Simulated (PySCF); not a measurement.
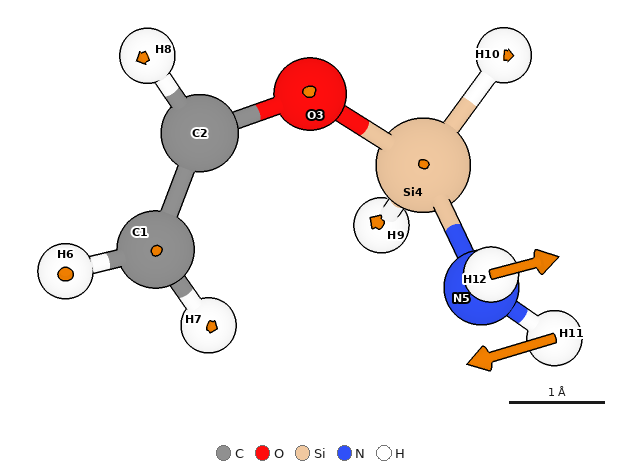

A relaxation of C2H7NOSi. The starting structure is drawn; orange arrows show the displacements, at their true length. The two geometries are superimposed by the best rigid fit.

The picture is a ball-and-stick view, seen at a tilt.

The start comes from GFN2-xTB.

The calculation used PBE0-D3(BJ)/def2-SVP geometry optimisation, gas phase in PySCF 2.14.0, density-fitted response routines. 

Atoms of which element are displaced furthest, and by how much?

Hydrogen: up to 1.06 Å, against 0.26 Å for nitrogen.

Describe the change and its energy.

The atom that moves furthest after the best rigid fit is H11 (1.06 Å). Largest moves by element: H 1.06 Å, N 0.26 Å, O 0.13 Å, C 0.09 Å, Si 0.08 Å. Among the contacts that change: O3–Si4 1.630 → 1.692 Å, Si4–H9 1.462 → 1.490 Å, Si4–H10 1.461 → 1.483 Å, C1–H7 1.075 → 1.093 Å. Among the angles between lasting bonds that change: N5–Si4–H10 118.0° → 108.8°, O3–Si4–N5 109.9° → 116.4°, O3–Si4–H9 113.3° → 107.6°. The energy falls by 0.228 eV in 16 geometry steps. The largest force component goes from 1.1 to 0.017 eV/Å. The run took of the order of 120 core-seconds on a shared host.
